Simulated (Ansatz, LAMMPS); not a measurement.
# A frame of amorphous polyfuran (as short chains C26O6H18) from 500 K (150 atoms): where an added charge goes, part 3 of 4

Does an extra electron or hole in a frame of amorphous polyfuran (as short chains C26O6H18) from 500 K (150 atoms) stay spread out, or do the atoms trap it?

Ansatz 0.2.0; Kohn-Sham DFT, r2SCAN+D4, PAW (set soft_2), plane waves.

The cell: 78 C, 18 O and 54 H. The network of contacts between molecules at the start is that of the classical potential that made the cell. The Brillouin zone is sampled at Γ only, in a cell whose shortest periodic width is 12 Å.

So far. Step 3 (Relaxation): The relaxation was stopped at its limit after 31 steps, 10.6 eV below its start, with a largest force component of 0.065 eV/Å. Step 5 (An extra electron, atoms held): An extra electron, atoms held: the energy stands 2.99 eV above that of the reference, with a moment of 1.00 μB.

### 6. An extra electron, atoms relaxed

The atoms now respond to the charge; the energy gained comes from screening by the atoms, from trapping if the charge localises, and from any strain left in the reference.

input.yaml reads:

```yaml
crystal:
  lattice:
    - [12.1995, 0.0, 0.0]
    - [0.0, 12.1995, 0.0]
    - [0.0, 0.0, 12.1995]
  atoms:
    [... the 150 atom lines of step 4 ...]
total_charge: -1
kpoints:
  mp_grid: { grid: [1, 1, 1] }
hamiltonian:
  xc: r2scan
  dispersion: d4
scf:
  occupations: { method: fermi_dirac, width: 0.01 }
  lower_state_search: "off"
output:
  forces: true
magnetization:
  spin_polarized: true
  initial_magnetization: 1
relax:
  f_tol: 0.05
  max_steps: 90
```

On the command line:

```console
> ansatz run input.yaml --threads 4 --pin off --max-ram 8192MiB --backend cpu --events-out ev --progress --plain --runs-dir out
```

Numbers of over 12 decimals in the logs are rounded to 6 here.

Output:

```text
[...]
Crystal: 150 atoms, lattice volume = 1815.625 Å³
Basis set: ecut = 500 eV, 46297 PW (Γ), exchange–correlation on 360×360×360 points (64 copies of the dense FFT grid, shifted against one another)
Bands: 388, of which v1, the nominal top of the filled ones, is band 238 counted from 1 (237 counted from 0)
Symmetry: 1 space group operations
[...]
k-points: 1
[...]
Starting moments: Σ|m| = 1 μB on 150 of 150 sites
[...]
SCF iter   1: F=-30530.898701 eV  HF=-30799.115316 eV  |F-HF|=2.68e2  |Δ(HF+E_count)|=         —  Δρ=6.07e-2 (↑6.03e-2 ↓6.07e-2)  dr2=3.58e2  dr2_τ=9.61e0  dr2_m=9.07e-2  M=1.000 μB ∫|m|=1.028 μB  β_m=1.00  ethr=3.10e-3  ⟨swp⟩=6.0  Hψ=3568  notcnv=0  defer=60
[...]
SCF iter  21: F=-30699.489152 eV  HF=-30699.489141 eV  |F-HF|=1.15e-5  |Δ(HF+E_count)|=   2.70e-5  Δρ=5.73e-6 (↑5.73e-6 ↓3.04e-6)  dr2=2.35e-6  dr2_τ=2.42e-8  dr2_m=1.26e-7  M=0.997 μB ∫|m|=1.468 μB  ethr=4.65e-9  ⟨swp⟩=2.0  Hψ=1751  notcnv=0
SCF 1 converged in 21 iterations: F = -30699.489152 eV  dr2 = 2.35e-6
[...]
relax step   1: F+E_penalty+E_count = -30699.48915228 eV  Δ(F+E_penalty+E_count) = +0.000e0 eV  max|allowed force component| = 4.892e-1 eV/Å  Δτ_max = 0.0000 Å  (21 SCF iters, dr2 threshold 6.25e-5 eV, accepted)
[...]
relax step   2: F+E_penalty+E_count = -30699.51336664 eV  Δ(F+E_penalty+E_count) = -2.421e-2 eV  max|allowed force component| = 2.809e-1 eV/Å  Δτ_max = 0.0390 Å  (11 SCF iters, dr2 threshold 1.50e-5 eV, accepted)
[...]
relax step   3: F+E_penalty+E_count = -30699.52600671 eV  Δ(F+E_penalty+E_count) = -1.264e-2 eV  max|allowed force component| = 5.684e-2 eV/Å  Δτ_max = 0.0560 Å  (11 SCF iters, dr2 threshold 4.93e-6 eV, accepted)
[...]
relax step   4: F+E_penalty+E_count = -30699.52821799 eV  Δ(F+E_penalty+E_count) = -2.211e-3 eV  max|allowed force component| = 4.288e-2 eV/Å  Δτ_max = 0.0269 Å  (15 SCF iters, accepted)
[...]
SCF iter   2: F=-30699.528218 eV  HF=-30699.528218 eV  |F-HF|=1.28e-9  |Δ(HF+E_count)|=  9.53e-10  Δρ=1.71e-7 (↑1.71e-7 ↓9.96e-8)  dr2=1.71e-9  dr2_τ=2.35e-11  dr2_m=1.41e-10  M=0.994 μB ∫|m|=1.493 μB  ethr=1.00e-12  ⟨swp⟩=1.0  Hψ=784  notcnv=0
SCF 5 converged in 2 iterations: F = -30699.528218 eV  dr2 = 1.71e-9
SCF converged after 2 iterations
Stability not checked: this state was not tested for a lower state beside it, because the mixer in use, unlike msr1, does not test its closes by its own steps (another_mixer; see scf.mixing.algorithm and scf.lower_state_search)
Magnetization: 0.9944 μB (237.9972 up, 237.0028 down)
Absolute magnetization: 1.4933 μB (∫|ρ↑−ρ↓|, with the PAW one-centre terms)
[...]
Per-site moments (μB) at R_I (Å): [(-0.00012225, 0.448734), (0.00167607, 0.562181), (-0.000228142, 0.444358), (0.000929794, 0.444451), (-0.000275078, [...]
Free energy (F): -30699.528218 eV
[...]
Internal energy: -30699.520041 eV  (E = F + TS)
E sigma→0 (E₀):  -30699.524130 eV
Entropy (-TS):   -0.008177 eV (-0.055 meV/atom)
Fermi energy:    3.020143 eV
[...]
--- Forces (eV/Å), atoms counted from 1 ---
  atom   1  C      0.00144112     0.00032319    -0.00300049
  atom   2  C     -0.01020933     0.00219394     0.00314092
  atom   3  C      0.00358013    -0.00312883    -0.00170597
  atom   4  C     -0.00588246     0.00675014     0.00193343
  atom   5  C      0.00616239    -0.00484462    -0.00989314
  atom   6  O      0.00180164    -0.00187301     0.00215883
  atom   7  C     -0.00851939     0.01330276     0.00921609
  atom   8  C      0.00758432    -0.00827772    -0.00479447
  atom   9  C     -0.01265449     0.00770360    -0.00379490
  atom  10  C      0.02358200    -0.01315717    -0.00359000
  atom  11  O     -0.00162089    -0.00081297     0.00297625
  atom  12  C     -0.02415997     0.01315727    -0.00510776
  atom  13  C      0.01322758    -0.00752309     0.00091367
  atom  14  C     -0.01468244     0.00513094    -0.00943644
[...]
atom 149  H     -0.00111263    -0.00238567    -0.00066010
  atom 150  H      0.00104714    -0.00175445    -0.00124706
  max |Σ_I F_I| component: 4.35e-5 eV/Å
--- Relaxed structure (4 steps of the walk, 4 accepted, 0 SCFs on fresh bases) ---
  F+E_penalty+E_count = -30699.52821799 eV   max|allowed force component| = 4.288e-2 eV/Å
  atoms:
    - { symbol: C, position: [0.371253, 0.141003, 0.196365] }
    - { symbol: C, position: [0.363337, 0.149122, 0.316624] }
    - { symbol: C, position: [0.420171, 0.101890, 0.400405] }
    - { symbol: C, position: [0.377386, 0.144731, 0.499653] }
[...]
- { symbol: H, position: [0.748346, 0.174459, 0.310080] }
```

Wall time 9 min (4 threads of Intel Xeon Platinum 8375C at 2.90GHz (Ice Lake), shared host); peak memory 6.7 GiB.

The relaxation converged after 4 steps, 0.0391 eV below its start, with a largest force component of 0.043 eV/Å.

An extra electron, atoms relaxed: the energy stands 2.95 eV above that of the reference, with a moment of 0.99 μB.

### 7. An extra electron, levels at the relaxed geometry

A single point at the new geometry gives levels and spin density.

input.yaml reads:

```yaml
crystal:
  lattice:
    - [12.1995, 0.0, 0.0]
    - [0.0, 12.1995, 0.0]
    - [0.0, 0.0, 12.1995]
  atoms:
    - { symbol: C, position: [0.37125, 0.141, 0.19637] }
    - { symbol: C, position: [0.36334, 0.14912, 0.31662] }
    - { symbol: C, position: [0.42017, 0.10189, 0.4004] }
    - { symbol: C, position: [0.37739, 0.14473, 0.49965] }
    - { symbol: C, position: [0.29525, 0.21545, 0.47033] }
    - { symbol: O, position: [0.2861, 0.21895, 0.35867] }
    [... 138 atom lines left out ...]
    - { symbol: H, position: [0.80851, 0.33231, 0.77977] }
    - { symbol: H, position: [0.72142, 0.13643, 0.87944] }
    - { symbol: H, position: [0.67224, 0.01174, 0.05785] }
    - { symbol: H, position: [0.60737, 0.2003, 0.29458] }
    - { symbol: H, position: [0.65817, 0.06484, 0.28048] }
    - { symbol: H, position: [0.74835, 0.17446, 0.31008] }
total_charge: -1
kpoints:
  mp_grid: { grid: [1, 1, 1] }
hamiltonian:
  xc: r2scan
  dispersion: d4
scf:
  occupations: { method: fermi_dirac, width: 0.01 }
  lower_state_search: "off"
output:
  forces: true
  stress: true
  populations: intrinsic
  dos:
    method: { smearing: { sigma: 0.15 } }
    de: 0.1
    projected: { site_lists: { C: [C], H: [H], O: [O] } }
  eigenvalues: true
  write_density: true
  write_potential: true
  volumetric_format: npy
magnetization:
  spin_polarized: true
  initial_magnetization: 1
```

Output:

```text
[...]
Crystal: 150 atoms, lattice volume = 1815.625 Å³
Basis set: ecut = 500 eV, 46297 PW (Γ), exchange–correlation on 360×360×360 points (64 copies of the dense FFT grid, shifted against one another)
Bands: 388, of which v1, the nominal top of the filled ones, is band 238 counted from 1 (237 counted from 0)
Symmetry: 1 space group operations
[...]
k-points: 1
[...]
Starting moments: Σ|m| = 1 μB on 150 of 150 sites
[...]
SCF iter   1: F=-30530.395014 eV  HF=-30799.177534 eV  |F-HF|=2.69e2  |Δ(HF+E_count)|=         —  Δρ=6.08e-2 (↑6.03e-2 ↓6.08e-2)  dr2=3.58e2  dr2_τ=9.59e0  dr2_m=8.31e-2  M=1.000 μB ∫|m|=1.028 μB  β_m=1.00  ethr=3.10e-3  ⟨swp⟩=6.0  Hψ=3570  notcnv=0  defer=61
[...]
SCF iter   2: F=-30674.977138 eV  HF=-30723.445131 eV  |F-HF|=4.85e1  |Δ(HF+E_count)|=         —  Δρ=3.51e-2 (↑3.51e-2 ↓3.51e-2)  dr2=8.85e1  dr2_τ=1.27e0  dr2_m=4.86e-2  M=0.504 μB ∫|m|=0.698 μB  β_m=0.30  ethr=3.10e-3  ⟨swp⟩=3.0  Hψ=1520  notcnv=0  defer=284
[...]
SCF iter  14: F=-30699.515320 eV  HF=-30699.526053 eV  |F-HF|=1.07e-2  |Δ(HF+E_count)|=   1.17e-3  Δρ=2.61e-4 (↑2.61e-4 ↓2.20e-4)  dr2=1.23e-2  dr2_τ=9.06e-5  dr2_m=3.22e-4  M=0.992 μB ∫|m|=1.306 μB  β_m=1.20  ethr=1.00e-5  ⟨swp⟩=1.5  Hψ=501  notcnv=0  defer=284
[...]
SCF iter  16: F=-30699.475467 eV  HF=-30699.529427 eV  |F-HF|=5.40e-2  |Δ(HF+E_count)|=   1.60e-2  Δρ=8.82e-4 (↑8.82e-4 ↓7.77e-5)  dr2=6.34e-2  dr2_τ=5.12e-4  dr2_m=3.27e-3  M=0.987 μB ∫|m|=1.383 μB  β_m=1.20  ethr=2.58e-6  ⟨swp⟩=2.5  Hψ=857  notcnv=0  defer=284  κ⁻¹=2.6e-3(r=2)
[...]
SCF iter  24: F=-30699.528217 eV  HF=-30699.528216 eV  |F-HF|=2.53e-7  |Δ(HF+E_count)|=   1.70e-6  Δρ=1.40e-6 (↑1.40e-6 ↓3.61e-7)  dr2=1.27e-7  dr2_τ=1.12e-9  dr2_m=8.30e-9  M=0.994 μB ∫|m|=1.493 μB  β_m=1.20  ethr=2.11e-11  ⟨swp⟩=22.0  Hψ=7966  notcnv=0  κ⁻¹=1.5e-7(r=8)
SCF iter  25: F=-30699.528217 eV  HF=-30699.528217 eV  |F-HF|=3.39e-8  |Δ(HF+E_count)|=   3.30e-7  Δρ=2.94e-7 (↑2.94e-7 ↓1.63e-7)  dr2=4.85e-9  dr2_τ=5.74e-11  dr2_m=2.34e-10  M=0.994 μB ∫|m|=1.493 μB  ethr=2.11e-11  ⟨swp⟩=6.0  Hψ=3922  notcnv=0
SCF 1 converged in 25 iterations: F = -30699.528217 eV  dr2 = 4.85e-9
[...]
SCF converged after 25 iterations
Magnetization: 0.9944 μB (237.9972 up, 237.0028 down)
Absolute magnetization: 1.4932 μB (∫|ρ↑−ρ↓|, with the PAW one-centre terms)
[...]
Per-site moments (μB) at R_I (Å): [(-0.000122218, 0.448717), (0.00167385, 0.562164), (-0.000227682, 0.444347), (0.000928569, 0.444475), (-0.000273352, [...]
Free energy (F): -30699.528217 eV
[...]
Internal energy: -30699.520042 eV  (E = F + TS)
E sigma→0 (E₀):  -30699.524130 eV
Entropy (-TS):   -0.008174 eV (-0.054 meV/atom)
Fermi energy:    3.020232 eV
[...]
Σ components = -30699.528217   (vs F -30699.528217, Δ=0.00e0)
--- Forces (eV/Å), atoms counted from 1 ---
  atom   1  C      0.00161359     0.00294925    -0.00649908
  atom   2  C     -0.01380938     0.00494918     0.00658483
  atom   3  C      0.00439144    -0.00323431    -0.00012220
  atom   4  C     -0.00837990     0.00820758     0.00394390
[...]
atom 150  H      0.00015294    -0.00198824    -0.00165253
  max |Σ_I F_I| component: 5.74e-5 eV/Å
--- Stress (GPa, compression-positive) ---
       -0.543400      -0.009093       0.031409
       -0.009093      -0.400894       0.044761
        0.031409       0.044761      -0.312465
  P = ⅓ Tr σ = -0.4189 GPa (-4.189 kbar)
--- Band table (eV) ---
[...]
--- intrinsic populations: 150 sites ---
  site symbol       q [e]    m [muB]
     0      C      4.5348    -0.0005
     1      C      3.7956     0.0042
     2      C      4.2626    -0.0015
[...]
149      H      0.8106     0.0024
  spilling = 0.000000 (of n_electrons = 475.000000)
```

The job ended after 4 min (4 threads; peak memory 6.8 GiB; 16 min of CPU time).

An extra electron, levels at the relaxed geometry: the energy stands 2.95 eV above that of the reference, with a moment of 0.99 μB.

The levels nearest the highest filled one (over half full), pooled over k-points and spins:

| level less the highest filled one (eV) | occupation |
| --- | --- |
| -1.73 | 1 |
| -1.70 | 1 |
| -1.65 | 1 |
| 0 | 0.87 |
| 0.0389 | 0.12 |
| 0.0676 | 0.008 |
| 0.0778 | 0.003 |
| 0.161 | 0 |

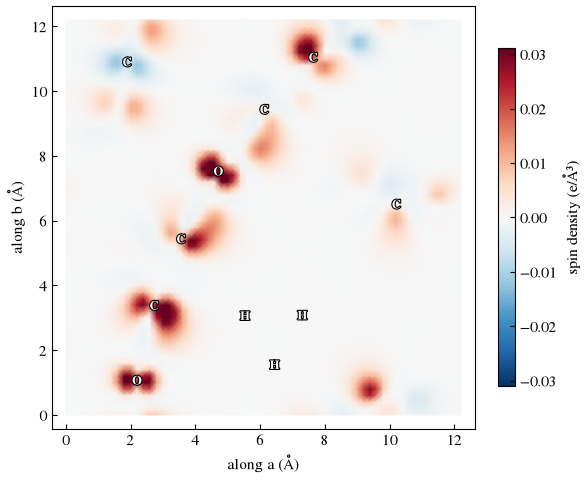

Spin density in the ab plane at fractional z = 0.000, with atoms of H and C and O within 0.2 Å of it. The map starts off the cell's origin, so that atoms lie inside it.

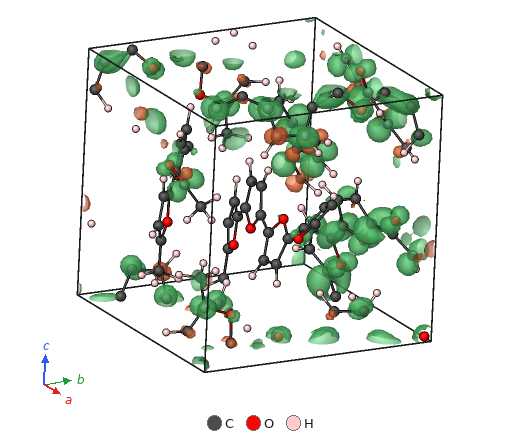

Surfaces of spin density = ±0.0071 e/Å³, which hold about 50 % of the integral of its size. The two colours are the two signs. Bonds to atoms that aren't drawn are left out.

### 8. Neutral at the geometry of the electron

The neutral cell at the new geometry gives the energy of that geometry without the charge.

input.yaml reads:

```yaml
crystal:
  lattice:
    - [12.1995, 0.0, 0.0]
    - [0.0, 12.1995, 0.0]
    - [0.0, 0.0, 12.1995]
  atoms:
    [... the 150 atom lines of step 7 ...]
kpoints:
  mp_grid: { grid: [1, 1, 1] }
hamiltonian:
  xc: r2scan
  dispersion: d4
scf:
  occupations: { method: fixed }
output:
  forces: true
  stress: true
  populations: intrinsic
  dos:
    method: { smearing: { sigma: 0.15 } }
    de: 0.1
    projected: { site_lists: { C: [C], H: [H], O: [O] } }
  eigenvalues: true
```

Output:

```text
[...]
Crystal: 150 atoms, lattice volume = 1815.625 Å³
Basis set: ecut = 500 eV, 46297 PW (Γ), exchange–correlation on 360×360×360 points (64 copies of the dense FFT grid, shifted against one another)
Bands: 387, of which v1, the nominal top of the filled ones, is band 237 counted from 1 (236 counted from 0)
Symmetry: 1 space group operations
[...]
k-points: 1
[...]
SCF iter   1: F=—  HF=-30702.406119 eV  |F-HF|=—  |Δ(HF+E_count)|=         —  Δρ=8.83e-3  dr2=1.15e0  dr2_τ=1.86e1  ethr=1.77e-3  ⟨swp⟩=5.0  Hψ=1378  notcnv=0  defer=147
[...]
SCF iter  10: F=—  HF=-30702.442081 eV  |F-HF|=—  |Δ(HF+E_count)|=   3.06e-6  Δρ=2.47e-6  dr2=1.52e-7  dr2_τ=1.43e-8  ethr=1.56e-10  ⟨swp⟩=2.0  Hψ=483  notcnv=0  defer=141
SCF iter  11: F=-30702.442082 eV  HF=-30702.442081 eV  |F-HF|=6.90e-8  |Δ(HF+E_count)|=   5.52e-7  Δρ=1.39e-6  dr2=4.03e-8  dr2_τ=4.99e-9  ethr=2.11e-11  ⟨swp⟩=18.0  Hψ=2919  notcnv=0
SCF 1 converged in 11 iterations: F = -30702.442082 eV  dr2 = 4.03e-8
[...]
SCF converged after 11 iterations
Free energy (F): -30702.442082 eV
[...]
Internal energy: -30702.442082 eV  (E = F + TS)
E sigma→0 (E₀):  -30702.442082 eV
Fermi energy:    1.212818 eV
[...]
Σ components = -30702.442082   (vs F -30702.442082, Δ=0.00e0)
--- Forces (eV/Å), atoms counted from 1 ---
  atom   1  C     -0.00045898     0.00836549    -0.01060360
  atom   2  C     -0.05525517     0.02949535     0.01784535
  atom   3  C      0.00186590    -0.01780842     0.00668980
  atom   4  C     -0.01697122     0.01585739     0.00516027
[...]
atom 150  H     -0.01006673     0.00886016    -0.01686814
  max |Σ_I F_I| component: 1.84e-4 eV/Å
--- Stress (GPa, compression-positive) ---
       -0.633604      -0.051330       0.117956
       -0.051330      -0.381310       0.083197
        0.117956       0.083197      -0.477094
  P = ⅓ Tr σ = -0.4973 GPa (-4.973 kbar)
--- Band table (eV) ---
[...]
--- intrinsic populations: 150 sites ---
  site symbol       q [e]
     0      C      4.5322
     1      C      3.7936
     2      C      4.2622
[...]
149      H      0.8061
  spilling = 0.000000 (of n_electrons = 474.000000)
```

Run time: 48 s. Hardware: 4 threads; peak memory 4.7 GiB.

Neutral at the geometry of the electron: the energy stands 0.0408 eV above that of the reference.

(Part 3 of 4 ends here.)

[Logs are printed without paths, hosts, clocks, repeated set-up lines and the standing remarks that a program may print on its own settings, such as how far it seeks lower states.]

[Hosts, paths, dates, database ids (printed as entryN), source tags and the programs' standing remarks are cut or masked in the printed files.]
